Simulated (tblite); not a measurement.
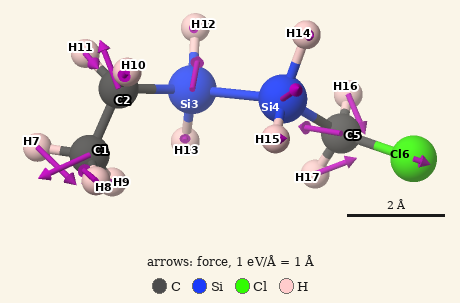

Starting geometry of C$_{3}$H$_{11}$ClSi$_{2}$ with the computed forces as purple arrows. The picture is a ball-and-stick view, seen face on.

Computed with tblite, GFN2-xTB geometry optimisation, gas phase. 

Q: Is this structure relaxed? If not, where do the atoms go?

A: It isn't relaxed: the largest force vector, on Si4, is 1.32 eV/Å. The final displacements have little in common with the starting forces (cosine between the two patterns 0.24). The energy falls by 66.2 kJ/mol in 134 geometry steps. The atom that moves furthest after the best rigid fit is H7 (1.08 Å). Largest moves by element: H 1.08 Å, Si 0.35 Å, C 0.32 Å, Cl 0.31 Å. Near-neighbour distances that change, for instance: Si3–Si4 2.228 → 2.321 Å, C2–Si3 1.861 → 1.907 Å, Si4–C5 1.877 → 1.915 Å, C5–Cl6 1.748 → 1.785 Å. Bond angles that change, for instance: Si4–C5–H16 104.6° → 112.7°, C5–Si4–H15 112.9° → 105.2°, C1–C2–Si3 106.7° → 113.1°. Groups turn about C1–C2 by about 45°, C2–Si3 by about 30°. The run took 1.1 s on 1 thread of Arm Neoverse V1 (shared host).
